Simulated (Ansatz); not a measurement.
## Electronic structure of GaH3NSi (SMILES [SiH3][N-][Ga]) (charge −1) in real space

```xyz
6

Ga   -1.3673   -2.6881    2.9343
N    -1.1421   -2.5005    1.1939
Si   -0.9321   -2.3223   -0.4526
H     0.3913   -1.7094   -0.8963
H    -1.9500   -1.4396   -1.1659
H    -0.9844   -3.6037   -1.2769
```

Geometry: PBE0-D3(BJ)/def2-SVPD.

Computed with isolated molecule in a Gaussian basis; Kohn-Sham density functional theory, functional PBE0 (Ansatz).

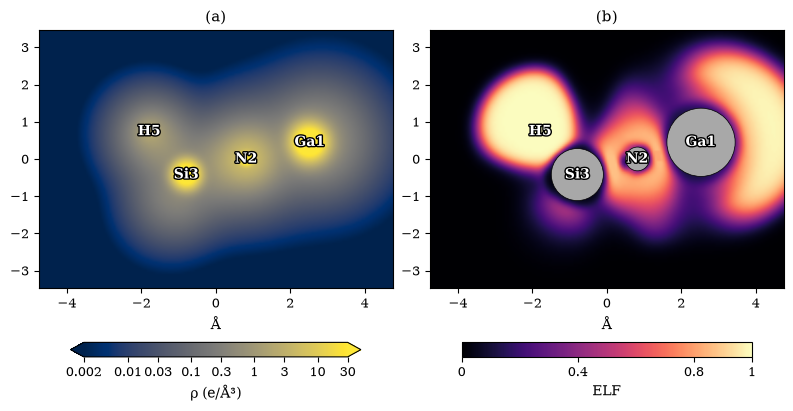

Figure 1. (a) total electron density; (b) ELF on the plane of atoms N2, Si3 and H5. Grey discs cover the atomic cores in the ELF map.

Describe what can be read from this map.

Answer. The plane passes through Ga, N, Si and H nuclei.
Si–N (1.67 Å): the density is about 1.2 e/Å³ at the midpoint; the ELF peaks at about 0.85 between the atoms; a short, strongly polar bond.
Ga–N (1.76 Å): the density is about 0.98 e/Å³ at the midpoint; the ELF peaks at about 0.80 in the valence shell of N, 0.7 Å from its nucleus, and is about 0.20 at the midpoint.
Si–H (1.52 Å): ρ is about 0.74 e/Å³ halfway; the ELF climbs to about 1 towards the hydrogen, as it does in any bond to H.

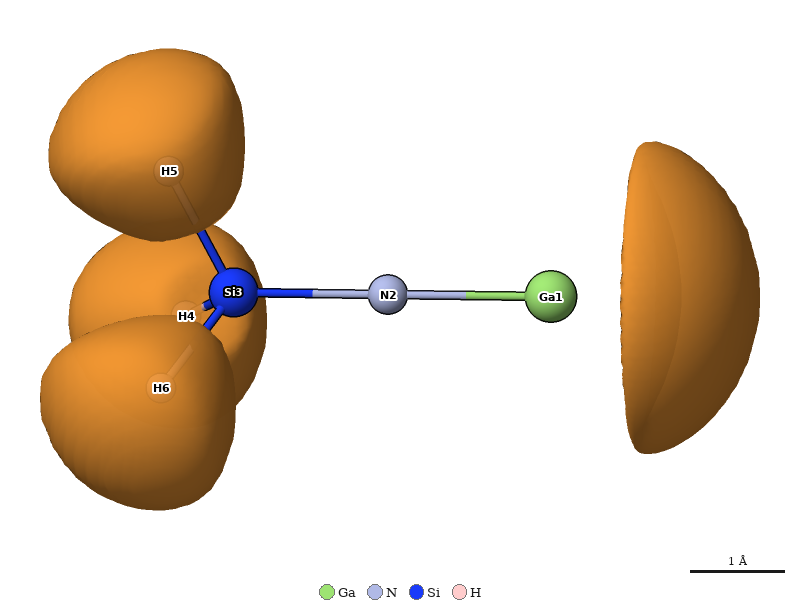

Figure 2. Isosurface of the ELF at 0.9 (orange), seen across its widest extent. Only the valence region is drawn (cores and ρ < 0.01 e/Å³ removed).

What do the ELF domains correspond to?

Answer. The ELF exceeds this value in three regions around hydrogen nuclei and one lobe on Ga, pointing away from the bonds (lone pairs).

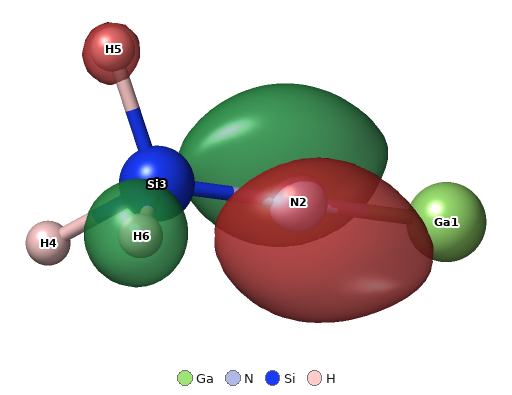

Figure 3. The HOMO at ±0.15 Å⁻³ᐟ² (green and red are the two phases), seen at a tilt.

Where does this orbital lie, and at what energy?

Answer. It lies mainly on N2 (about 60 %), Ga1 (about 20 %) and Si3 (about 15 %). It is one of a degenerate set, so its orientation is arbitrary. Its energy is −1.54 eV.
